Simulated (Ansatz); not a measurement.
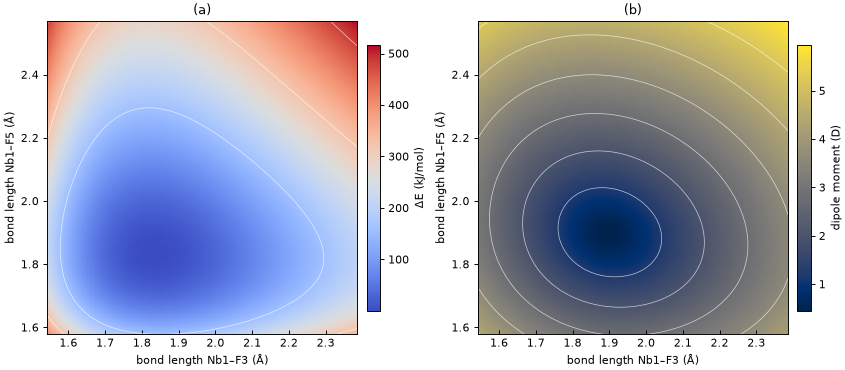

NbSeF3. Coordinates scanned: (1) bond length Nb1–F3; (2) bond length Nb1–F5. Nothing is relaxed (all other coordinates rigid). The grid has 13 × 13 points. Points are written as (first, second). Energies: kJ/mol, counted from the relaxed molecule at the same level. Method: Ansatz, RHF/def2-TZVP.

Panel (a) is the energy; panel (b) is the computed dipole moment, in D.

Drawn: a smooth colour map with a few white contour lines. Between grid points the surface is interpolated.

### How does the dipole moment vary over the map, and what is it at the lowest grid point?

Leaving out the highest fifth of the energies, it runs from 0.45 D at (1.893 Å, 1.909 Å) to 4.73 D at (1.753 Å, 2.569 Å). At the lowest grid point, (1.823 Å, 1.826 Å), it is 0.99 D.
